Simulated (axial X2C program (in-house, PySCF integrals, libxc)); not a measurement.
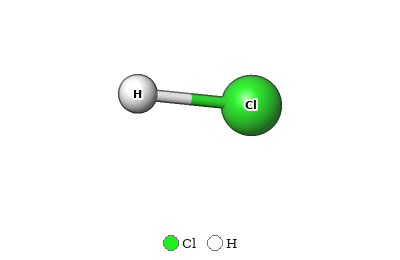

The molecule at the reference distance of 1.282 Å.

**ClH⁺: relativistic diatomic calculation**

ClH⁺. The reference is closed-shell ClH; the roots are the vertical energies to take an electron from it, which leaves states of ClH⁺. The distance is the PBE0 minimum at charge 0. Computed at this level: EOM-IP-CCSD, two-component X2C with atomic mean-field Coulomb and Gaunt terms, Cl dyall-av3z, H dyall-v3z (cores contracted) (axial X2C program (in-house, PySCF integrals, libxc)).

Key numbers:

| quantity | value |
| --- | --- |
| outcome | converged |
| HF energy of the reference ClH | −461.44922 hartree |
| MP2 energy of the reference ClH | −461.65910 hartree |
| CCSD energy of the reference ClH (with the MP2 share of the virtual spinors left out of the coupled-cluster step) | −461.67913 hartree |
| CCSD(T) energy of the reference ClH | −461.68761 hartree |
| T1 diagnostic (spinor form; for a closed shell √2 times the usual value) | 0.008 |
| hardware | 1 thread of Arm Neoverse V2, 24 GiB of memory available, shared host |
| wall time | 1.8 s |
| peak memory | 0.44 GiB |

The input:
```
{"zs": [17, 1], "q": 1, "bas": ["dyall-av3z", "dyall-v3z"], "r0": 1.31, "eom": "ip", "rq": 0, "thr": -2.0, "nmax": 95, "grid": [1, 0.96, 1.045, 0.92, 1.09, 1.15]}
```

The line is the task of a batch: nuclear charges, charge, bases, a first guess of the distance and further settings. This report covers the levels named above. The log is that of the reference distance 1.282 Å.

The run was one of a batch that the task file lists, launched with:
```bash
python <driver script> task.json out
```

The program's output:
```
two-component X2C + atomic mean field  HF
basis functions 79  fitting functions 403  grid points 4347
iter        total energy     max residual
   1       -460.740539385     8.66e-01
   2       -461.446318246     2.07e-02
   3       -461.449088045     3.60e-03
   4       -461.449206920     9.05e-04
   5       -461.449215016     2.23e-04
   6       -461.449215965     5.94e-05
   7       -461.449216006     1.23e-05
   8       -461.449216008     2.18e-06
   9       -461.449216008     4.98e-07
converged
one-electron -651.49817499  Coulomb 211.12689043  exact exchange -28.01951446  xc functional 0.00000000  nuclear repulsion 7.01717050  atomic mean-field constant -0.07558749
correlated 8  virtual 128  natural virtual 92  E(MP2) -0.209883604  MP2 remainder -0.001468013
iter   CCSD correlation   residual
   1     -0.223432442   7.07e-02
   2     -0.228283411   2.12e-02
   3     -0.228436542   4.31e-03
   4     -0.228444993   1.15e-03
   5     -0.228444660   1.86e-04
   6     -0.228444141   4.37e-05
   7     -0.228444408   1.09e-05
   8     -0.228444412   2.45e-06
(T) -0.008476778305368242  T1 0.0084  D1 0.0107  max T2 0.074
EOM-IP-CCSD roots
2*Omega      energy/Eh   energy/eV  one-particle weight
    1       0.46799848     12.7349      0.952
    1       0.61301562     16.6810      0.950
    1       0.94359406     25.6765      0.040
    1       0.94849425     25.8098      0.596
    3       0.46513865     12.6571      0.953
    3       0.94399324     25.6874      0.000
    3       0.99924547     27.1909      0.000
    5       0.99797173     27.1562      0.000
```

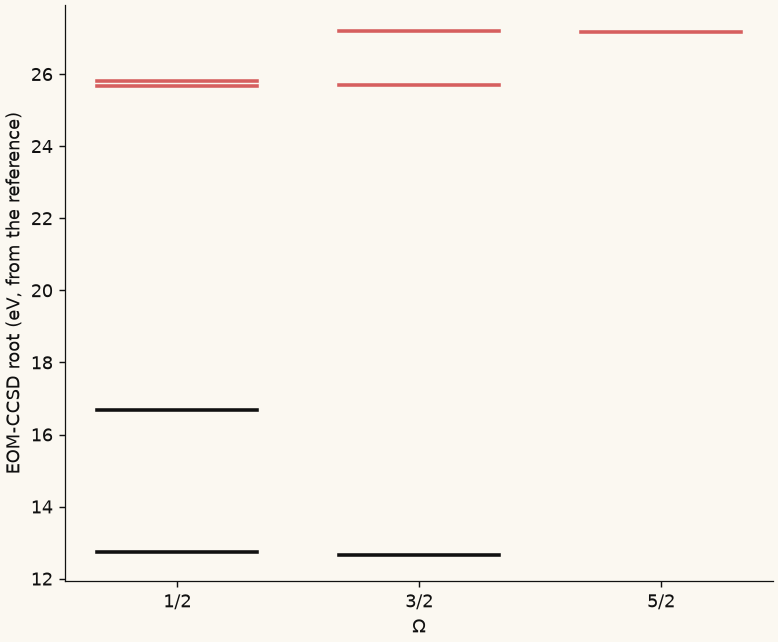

EOM-CCSD roots by Ω at 1.28 Å; roots whose one-particle weight is under 0.8 have the second colour. The lowest has Ω = 3/2 and lies at 12.657 eV, with one-particle weight 0.95. 5 of the 8 roots are less well described at this level.
